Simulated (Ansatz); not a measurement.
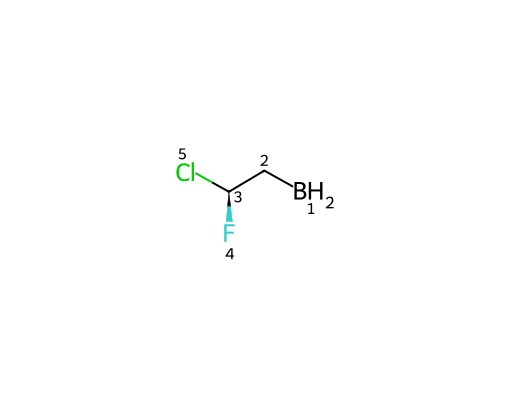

A structural formula, with wedges where it has stereocentres; small numbers name the atoms. The configuration is that of a computed structure (PBE0-D4/def2-TZVP).

Q: Assign CIP descriptors.

A: C3: S.

Q: Give a SMILES with the stereochemistry.

A: BC[C@@H](F)Cl
